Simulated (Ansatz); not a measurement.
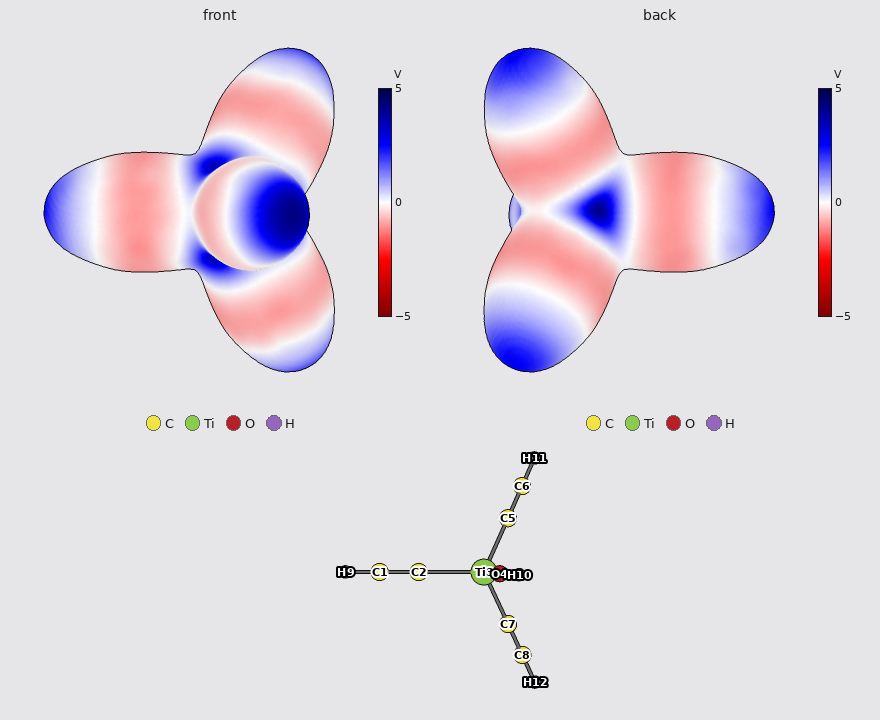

Figure 1: C₆H₄OTi (SMILES C#[C][Ti]([OH])([C]#C)[C]#C). The molecular electrostatic potential painted on the density surface at 0.004 e/bohr³, seen from the front and from behind; red is negative and blue positive. The bare structure is drawn below in the same view.

Geometry: PBE0-D4/def2-TZVP.

All numbers below come from RKS PBE0-D4/def2-TZVPP in Ansatz 0.2.0.

```json
{"atom": "C", "x (Å)": "-0.8302", "y (Å)": "0.9138", "z (Å)": "2.9029"}
{"atom": "C", "x (Å)": "-0.3662", "y (Å)": "0.6853", "z (Å)": "1.8030"}
{"atom": "Ti", "x (Å)": "0.3741", "y (Å)": "0.2760", "z (Å)": "-0.0334"}
{"atom": "O", "x (Å)": "1.7839", "y (Å)": "1.2531", "z (Å)": "-0.3446"}
{"atom": "C", "x (Å)": "-1.0304", "y (Å)": "0.6564", "z (Å)": "-1.4365"}
{"atom": "C", "x (Å)": "-1.8914", "y (Å)": "0.8642", "z (Å)": "-2.2692"}
{"atom": "C", "x (Å)": "0.8732", "y (Å)": "-1.6795", "z (Å)": "-0.1483"}
{"atom": "C", "x (Å)": "1.1456", "y (Å)": "-2.8624", "z (Å)": "-0.2139"}
{"atom": "H", "x (Å)": "-1.2424", "y (Å)": "1.1097", "z (Å)": "3.8674"}
{"atom": "H", "x (Å)": "2.5362", "y (Å)": "1.5886", "z (Å)": "-0.8295"}
{"atom": "H", "x (Å)": "-2.6526", "y (Å)": "1.0423", "z (Å)": "-2.9956"}
{"atom": "H", "x (Å)": "1.3773", "y (Å)": "-3.9026", "z (Å)": "-0.2685"}
```

Q: Describe the electrostatic potential map.

A: The most negative region (about −1.0 V, or −23 kcal/mol for a unit charge) lies over the C atoms, the most positive (about +4.0 V, or +92 kcal/mol for a unit charge) over Ti3 and H10.
